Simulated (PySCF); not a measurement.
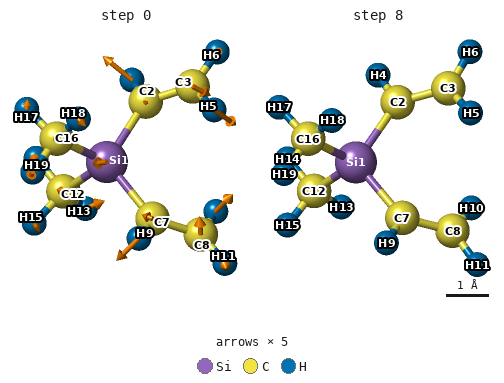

The structure of C6H12Si before (left) and after (right) a relaxation, at one scale. The orange arrows give the displacements, magnified 5 times.

A ball-and-stick model, seen face on.

The start comes from GFN2-xTB. Its atoms were then displaced at random by about 0.03 Å.

Computed with PBE0-D3(BJ)/def2-SVP geometry optimisation, gas phase in PySCF. 

### Describe what moved and what it gained.

After 8 geometry steps the energy has fallen by 99.9 kJ/mol. The atom that moves furthest after the best rigid fit is H4 (0.19 Å). By element the largest moves are H 0.19 Å, C 0.11 Å, Si 0.11 Å. Among the contacts that change: Si1–C12 1.994 → 1.883 Å, C2–H4 1.002 → 1.100 Å, C7–H9 1.018 → 1.100 Å, C2–C3 1.279 → 1.339 Å. Among the angles between lasting bonds that change: Si1–C12–H13 117.7° → 110.5°, Si1–C2–H4 122.3° → 117.1°, C2–Si1–C12 104.6° → 108.7°. The run took 3.4 min on 1 thread of AMD EPYC (shared host).
